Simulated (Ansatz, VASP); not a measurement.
# CdTe: VASP beside Ansatz, part 2 of 2

Wanted: the spread between two codes on one cell, functional and k mesh. The cell is taken from a series of VASP runs on this material, whose earlier steps may have relaxed, scaled or displaced it; both programs get it as it stands. Other levels of theory on this material are compared in a session of their own. Valence electrons are named where the data sets of a main pair hold unlike numbers.

VASP 6.6.1 and Ansatz 0.2.0.

So far. Step 2 (VASP: band structure, r2SCAN, spin-orbit coupling): The run ends at a pressure of 6.90 GPa.

## (3) Ansatz: band structure, r2SCAN, spin-orbit coupling

Level of this step: Ansatz beside VASP: Kohn-Sham DFT, plane waves, r2SCAN, spin-orbit coupling (Ansatz).

Ansatz runs on its fully relativistic PAW (standard-fr) files.

The same cell, functional, mesh and smearing now go to Ansatz, which takes its cutoff from its data sets.

input.yaml

```yaml
crystal:
  lattice:
    - [0.0, 3.14, 3.14]
    - [3.14, 0.0, 3.14]
    - [3.14, 3.14, 0.0]
  atoms:
    - { symbol: Te, position: [0.75, 0.75, 0.75] }
    - { symbol: Cd, position: [0.0, 0.0, 0.0] }
hamiltonian:
  xc: r2scan
  pseudopotentials: { kind: paw_fr }
magnetization:
  noncollinear: true
  spin_orbit: true
kpoints:
  mp_grid: { grid: [6, 6, 6] }
  band_path:
    path:
      - [0.0, 0.0, 0.0]
      - [0.16667, 0.0, 0.16667]
      - [0.33333, 0.0, 0.33333]
      - [0.5, 0.0, 0.5]
      - [0.5, 0.08333, 0.58333]
      - [0.5, 0.19444, 0.69444]
      - [0.5, 0.25, 0.75]
      - [0.45833, 0.29167, 0.75]
      - [0.40278, 0.34722, 0.75]
      - [0.375, 0.375, 0.75]
      - [0.20833, 0.20833, 0.41667]
      - [0.08333, 0.08333, 0.16667]
      - [0.0, 0.0, 0.0]
      - [0.22222, 0.22222, 0.22222]
      - [0.38889, 0.38889, 0.38889]
      - [0.51389, 0.47222, 0.51389]
      - [0.55556, 0.38889, 0.55556]
      - [0.61111, 0.27778, 0.61111]
      - [0.61111, 0.25, 0.63889]
      - [0.56944, 0.25, 0.68056]
      - [0.51389, 0.25, 0.73611]
      - [0.5, 0.27778, 0.72222]
      - [0.5, 0.38889, 0.61111]
      - [0.5, 0.47222, 0.52778]
      - [0.48611, 0.48611, 0.52778]
      - [0.43056, 0.43056, 0.63889]
      - [0.38889, 0.38889, 0.72222]
      - [0.59722, 0.19444, 0.59722]
      - [0.55556, 0.11111, 0.55556]
      - [0.5, 0.0, 0.5]
    npoints: 1
scf:
  occupations: { method: gaussian, width: 0.03 }
  n_extra_bands: 14
output:
  forces: true
  stress: true
  eigenvalues: true
  write_density: true
  write_potential: true
  elf: true
  volumetric_format: npy
```

The run is started by

```bash
$ ansatz run input.yaml --threads 2 --pin off --max-ram 4608MiB --backend cpu --events-out ev --progress --plain --runs-dir out
```

Numbers of over 12 decimals in the logs are rounded to 6 here.

Output:

```text
scf.n_extra_bands = 14 over 36 filled bands (N_el = 36.0): the run solves 50 bands
Engine: ansatz 0.2.0, aarch64-unknown-linux-gnu
Pseudopotentials: kind: paw_fr
Pseudopotential: Te, paw_fr, valence charge 16, recommended cutoff 500 eV (meta_gga), Te.paw.azcp#standard-fr
Pseudopotential: Cd, paw_fr, valence charge 20, recommended cutoff 500 eV (meta_gga), Cd.paw.azcp#standard-fr
Functional definition: r2SCAN
  parameter k0 = 0.174
  parameter k1 = 0.065
  parameter a1 = 4.9479
  exchange = r2scan_x(k0 = k0, k1 = k1, a1 = a1)
  correlation = r2scan_c
non-collinear run that drives no moment, with spin-orbit: no starting moment large enough to seed its density (crystal.atoms[].spin), no starting occupations that ask for one, no magnetisation constraint and no magnetic field, so the semilocal B_xc is pinned to zero
Crystal: 2 atoms, lattice volume = 61.918 Å³
Basis set: ecut = 500 eV, 1591 PW (Γ), exchange–correlation on 144×144×144 points (64 copies of the dense FFT grid, shifted against one another)
Bands: 50, of which v1, the nominal top of the filled ones, is band 36 counted from 1 (35 counted from 0)
Symmetry: 24 space group operations + 24 with time reversal
Magnetic group: BNS 216.75 (UNI 1577), of the structure as read, at distance tolerance 4.0e-5 Å
k-points: 16 of 216 (time reversal used)
Projection manifold: j_resolved (fully-relativistic pseudo-atomic orbitals)
Non-local potential: Te, projectors of the file, l = 0: 2, l = 1: 4, l = 2: 4, l = 3: 4
Non-local potential: Cd, projectors of the file, l = 0: 3, l = 1: 4, l = 2: 4, l = 3: 2
PAW form: soft (Blöchl's): semilocal exchange-correlation on the pseudo side does not see the compensation charge
PAW frozen core: Te, regenerated for the run's functional (the file was generated under x = pbe(κ = 0.804, μ = 0.219515), c = pbe(β = 0.066725))
PAW frozen core: Cd, regenerated for the run's functional (the file was generated under x = pbe(κ = 0.804, μ = 0.219515), c = pbe(β = 0.066725))
PAW one-centre angular grid: Te, 590 points (default); XC on 224 Gauss nodes
PAW one-centre angular grid: Cd, 590 points (default); XC on 224 Gauss nodes
Initial density: superposition of atomic densities (chi_scale 0.1, normalization cell, long waves kept (reshape's long-wave potential 0.00 eV rms))
Initial wavefunctions: pseudopotential atomic-orbital guess
Functional: x = r2scan, c = r2scan; τ floored in thin density (d = 2e-4 eV/Å³)
iter 1 solved again at ethr=6.96e-4 eV; its pass at ethr=3.10e-3 eV (dr2=2.51e-1 eV) is discarded
SCF iter   1: F=—  HF=-15244.448764 eV  |F-HF|=—  |Δ(HF+E_count)|=         —  Δρ=2.45e-2  dr2=2.50e-1  dr2_τ=1.97e-3  dr2_m=0.00e0 (ungated)  ethr=6.96e-4  |M|=0.00e0 ∫|m|=0.00e0 μB  |m|>n=0.0e0 m-floor=0.0e0 τ_xc=0.0e0  β_m=0.30  ⟨swp⟩=2.8  Hψ=5278  notcnv=0
preconditioner: auto → none  [insulator: Δε(μ)=1.148 eV  Ē_g=14.830 eV  σ=0.030 eV  W_gap=1.00  n_scr=14 (ndim 8)  ℏωp=20.0 eV  f_vac=0.124  D(μ)=0.00/eV (n_scr^D=0)  ε∞_Penn≈2.8]
SCF iter   2: F=—  HF=-15244.469131 eV  |F-HF|=—  |Δ(HF+E_count)|=   2.04e-2  Δρ=1.49e-2  dr2=8.75e-2  dr2_τ=1.60e-3  dr2_m=0.00e0 (ungated)  ethr=6.95e-4  |M|=0.00e0 ∫|m|=0.00e0 μB  |m|>n=0.0e0 m-floor=0.0e0 τ_xc=0.0e0  β_m=0.48  ⟨swp⟩=3.4  Hψ=1317  notcnv=0
SCF iter   3: F=—  HF=-15244.491562 eV  |F-HF|=—  |Δ(HF+E_count)|=   2.24e-2  Δρ=4.55e-3  dr2=7.33e-3  dr2_τ=1.23e-4  dr2_m=0.00e0 (ungated)  ethr=2.43e-4  |M|=0.00e0 ∫|m|=0.00e0 μB  |m|>n=0.0e0 m-floor=0.0e0 τ_xc=0.0e0  β_m=0.52  ⟨swp⟩=3.0  Hψ=1452  notcnv=0  defer=90
SCF iter   4: F=—  HF=-15244.494482 eV  |F-HF|=—  |Δ(HF+E_count)|=   2.92e-3  Δρ=8.01e-4  dr2=1.51e-4  dr2_τ=3.78e-6  dr2_m=0.00e0 (ungated)  ethr=2.03e-5  |M|=0.00e0 ∫|m|=0.00e0 μB  |m|>n=0.0e0 m-floor=0.0e0 τ_xc=0.0e0  β_m=0.64  ⟨swp⟩=2.0  Hψ=1122  notcnv=0  defer=90
SCF iter   5: F=—  HF=-15244.494577 eV  |F-HF|=—  |Δ(HF+E_count)|=   9.57e-5  Δρ=1.67e-4  dr2=9.04e-6  dr2_τ=9.07e-8  dr2_m=0.00e0 (ungated)  ethr=4.21e-7  |M|=0.00e0 ∫|m|=0.00e0 μB  |m|>n=0.0e0 m-floor=0.0e0 τ_xc=0.0e0  β_m=0.60  ⟨swp⟩=2.1  Hψ=1040  notcnv=0  defer=90
SCF iter   6: F=—  HF=-15244.494600 eV  |F-HF|=—  |Δ(HF+E_count)|=   2.27e-5  Δρ=3.52e-5  dr2=2.93e-7  dr2_τ=6.02e-9  dr2_m=0.00e0 (ungated)  ethr=2.51e-8  |M|=0.00e0 ∫|m|=0.00e0 μB  |m|>n=0.0e0 m-floor=0.0e0 τ_xc=0.0e0  β_m=0.80  ⟨swp⟩=2.1  Hψ=1172  notcnv=0  defer=90
SCF iter   7: F=-15244.494600 eV  HF=-15244.494600 eV  |F-HF|=5.56e-9  |Δ(HF+E_count)|=   2.95e-7  Δρ=4.22e-6  dr2=8.30e-9  dr2_τ=3.55e-10  dr2_m=0.00e0 (ungated)  ethr=2.78e-10  |M|=0.00e0 ∫|m|=0.00e0 μB  |m|>n=0.0e0 m-floor=0.0e0 τ_xc=0.0e0  ⟨swp⟩=13.9  Hψ=5753  notcnv=0
SCF 1 converged in 7 iterations: F = -15244.494600 eV  dr2 = 8.30e-9
  greatest PAW one-centre occupation: 1.001 electrons in one spin orbital (limit 2), on the Cd atom at site 1 (counted from 0), in its partial waves of l = 0
NSCF: frozen V_eff on 30 k-points
SCF converged after 7 iterations
Magnetization: |M| = 0.0000 μB,  M = (+0.0000, +0.0000, +0.0000) μB
Absolute magnetization: 0.0000 μB (∫|m|)
  site 0: m = (+0.0000, +0.0000, +0.0000) μB, |m| = 0.0000 μB  (R = 1.12 Å)
  site 1: m = (+0.0000, +0.0000, +0.0000) μB, |m| = 0.0000 μB  (R = 1.12 Å)
Free energy (F): -15244.494600 eV
Harris-Foulkes:  -15244.494600 eV  (|F-HF|=5.56e-9)
Internal energy: -15244.494600 eV  (E = F + TS)
E sigma→0 (E₀):  -15244.494600 eV
Fermi energy:    9.573805 eV
--- Per-component energies (eV) ---
  E_band       = -786.877599
  E_kinetic    = 688.623337
  E_local      = -5212.387312  (includes V_loc(G=0)·N_el)
  E_nonlocal   = -277.221437
  E_hartree    = 2650.737650
  E_xc         = -285.179860
  E_vxc        = -360.015614  (∫ρ·V_xc dr)
  E_paw        = -8772.188156  (= ΣΔE_a)
  E_vpaw       = -951.671334  (= ΣTr[D̂ρ^β])
  E_aug_tail   = -0.000032  (compensation charges beyond the density's cutoff)
  E_vtau       = 24.324091  (kinetic-family band-sum trace: ∫τ·v_τ [+ j·A + Jᵃ·Aᵃ] dr)
  E_ewald      = -4036.611048
  E_core_change = -0.267743  (= ΣΔE_core)
  E_smearing   = -0.000000  (= −TS)
  E_closure    = -0.000000  (closes the sum)
  Σ components = -15244.494600   (vs F -15244.494600, Δ=0.00e0)
--- Forces (eV/Å), atoms counted from 1 ---
  atom   1  Te     0.00000000    -0.00000000     0.00000000
  atom   2  Cd    -0.00000000    -0.00000000    -0.00000000
  max |Σ_I F_I| component: 1.41e-16 eV/Å
--- Stress (GPa, compression-positive) ---
        7.065789       0.000000      -0.000000
        0.000000       7.065789       0.000000
       -0.000000       0.000000       7.065789
  P = ⅓ Tr σ = 7.0658 GPa (70.658 kbar)
--- Band table (eV; the first three rows and the last of 16) ---
  k-point 0: bands = [... 32 lower, 8.9131, 8.9131, 8.9131, 8.9131, 10.2341, 10.2341, 13.3594, 13.3594, ... 10 higher]
  k-point 1: bands = [... 32 lower, 8.1165, 8.1165, 8.6128, 8.6344, 11.1872, 11.1872, 13.7925, 13.7925, ... 10 higher]
  k-point 2: bands = [... 32 lower, 7.6223, 7.6223, 8.1396, 8.1592, 11.1203, 11.1203, 14.1725, 14.1725, ... 10 higher]
  k-point 15: bands = [... 32 lower, 5.7008, 6.0302, 6.1311, 6.1656, 12.5776, 12.6574, 12.7919, 12.9574, ... 10 higher]
```

Elapsed: 49 s, on 2 threads of Arm Neoverse N1, shared host; peak memory 0.74 GiB.

Reading the cycles: dr2 is the Hartree energy of the density residual (eV), the measure of convergence; HF is the Harris–Foulkes estimate of the energy, which meets the free energy F at convergence.

## (4) Side by side

Known differences besides the potentials themselves: spin-orbit coupling enters by fully relativistic files in Ansatz and inside the spheres in VASP; VASP keeps PBE cores, Ansatz makes them for the functional; the data sets hold 36 valence electrons in Ansatz (on its fully relativistic PAW (standard-fr) files) and 18 in VASP; the cutoff is 500 eV in Ansatz and 350 eV in VASP. Total energies have different zeros and are not compared.

Both answers:

```tsv
quantity	Ansatz	VASP	difference
pressure (GPa)	7.07	6.90	+0.17
gap over the path points (eV)	1.321	1.312	+0.008
```

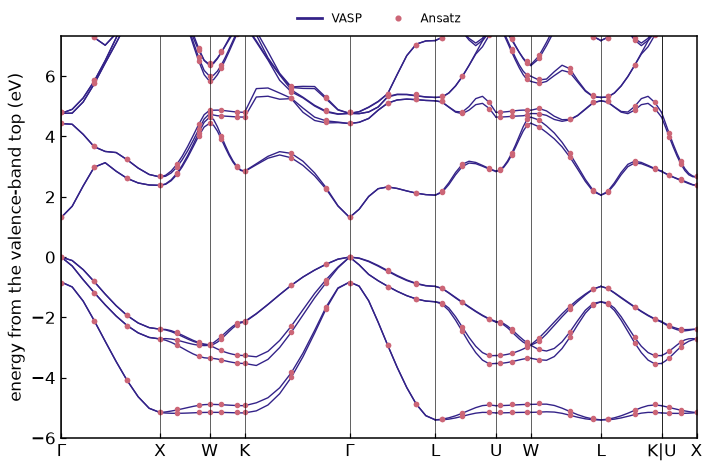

Bands from VASP (lines) and levels from Ansatz (dots). Dots without a line are higher empty bands that the VASP plot leaves out.

Levels at points of the path, from each program's valence-band top (eV; 8 filled, then empty):

```tsv
k (reciprocal lattice)	Ansatz	VASP
0.000 0.000 0.000	-8.71 -8.71 -0.85 -0.85 0.00 0.00 0.00 0.00 1.32 1.32 4.45 4.45 4.80 4.80	-8.67 -8.67 -0.83 -0.83 0.00 0.00 0.00 0.00 1.31 1.31 4.43 4.43 4.76 4.76
0.167 0.000 0.167	-8.68 -8.68 -2.11 -2.11 -1.18 -1.18 -0.81 -0.81 2.98 2.98 3.68 3.68 5.76 5.76	-8.63 -8.63 -2.11 -2.11 -1.18 -1.18 -0.81 -0.81 2.98 2.98 3.66 3.66 5.74 5.74
0.333 0.000 0.333	-8.47 -8.47 -4.09 -4.09 -2.27 -2.27 -1.93 -1.93 2.63 2.63 3.24 3.24 7.80 7.80	-8.43 -8.43 -4.10 -4.10 -2.27 -2.27 -1.94 -1.94 2.61 2.61 3.23 3.23 7.80 7.80
0.500 0.000 0.500	-8.12 -8.12 -5.14 -5.14 -2.71 -2.71 -2.38 -2.38 2.40 2.40 2.68 2.68 9.55 9.55	-8.08 -8.08 -5.16 -5.16 -2.72 -2.72 -2.39 -2.39 2.38 2.38 2.65 2.65 9.59 9.59
0.500 0.083 0.583	-8.13 -8.05 -5.17 -5.05 -2.92 -2.75 -2.54 -2.49 2.74 2.79 2.99 3.09 8.61 8.77	-8.10 -8.01 -5.18 -5.07 -2.92 -2.75 -2.55 -2.51 2.73 2.77 2.97 3.07 8.61 8.77
0.500 0.194 0.694	-8.10 -7.96 -5.14 -4.90 -3.29 -2.91 -2.84 -2.82 4.02 4.13 4.24 4.41 6.52 6.63	-8.06 -7.92 -5.16 -4.92 -3.29 -2.92 -2.86 -2.84 4.01 4.12 4.23 4.40 6.51 6.62
0.500 0.250 0.750	-8.10 -7.94 -5.14 -4.86 -3.36 -2.91 -2.91 -2.89 4.43 4.64 4.77 4.88 5.83 6.01	-8.06 -7.90 -5.15 -4.89 -3.36 -2.93 -2.92 -2.91 4.44 4.64 4.76 4.87 5.83 6.00
0.458 0.292 0.750	-8.11 -7.96 -5.14 -4.87 -3.41 -3.09 -2.71 -2.62 3.92 4.03 4.68 4.87 6.28 6.38	-8.07 -7.92 -5.15 -4.90 -3.41 -3.11 -2.72 -2.63 3.91 4.01 4.68 4.87 6.28 6.37
0.403 0.347 0.750	-8.13 -7.99 -5.15 -4.90 -3.51 -3.23 -2.24 -2.20 3.00 3.02 4.65 4.82 7.41 7.47	-8.10 -7.95 -5.17 -4.92 -3.52 -3.25 -2.25 -2.21 2.98 3.01 4.65 4.81 7.39 7.46
0.375 0.375 0.750	-8.14 -7.99 -5.15 -4.91 -3.52 -3.25 -2.15 -2.13 2.86 2.87 4.64 4.81 7.73 7.73	-8.10 -7.95 -5.17 -4.93 -3.53 -3.27 -2.16 -2.14 2.84 2.85 4.64 4.80 7.71 7.72
```

Among the levels compared at these points, filled levels agree within 45 meV and empty ones within 43 meV. Ansatz's pressure holds a Pulay correction of 0.04 GPa; VASP's holds none.

## (5) Summary of results

```
largest difference of a filled level at the path points (band structure, r2SCAN, spin-orbit coupling) : 45 meV
```

In words: The largest difference of a filled level at the path points is 45 meV (band structure, r2SCAN, spin-orbit coupling), within the 80 meV picked in this series as the mark of a large difference. The data sets hold unlike numbers of valence electrons (36 in Ansatz and 18 in VASP), so part of the differences comes from the potentials. 5 further runs of this series are not shown here. How closely two codes agree says nothing of how well the functional describes the real material.

[Lines on the potential files, build, host, timing and source positions are cut from VASP's logs without a mark.]

[Logs are printed without paths, hosts, clocks, repeated set-up lines and the standing remarks that a program may print on its own settings, such as how far it seeks lower states.]

[Hosts, paths, dates, database ids (printed as entryN), source tags and the programs' standing remarks are cut or masked in the printed files.]
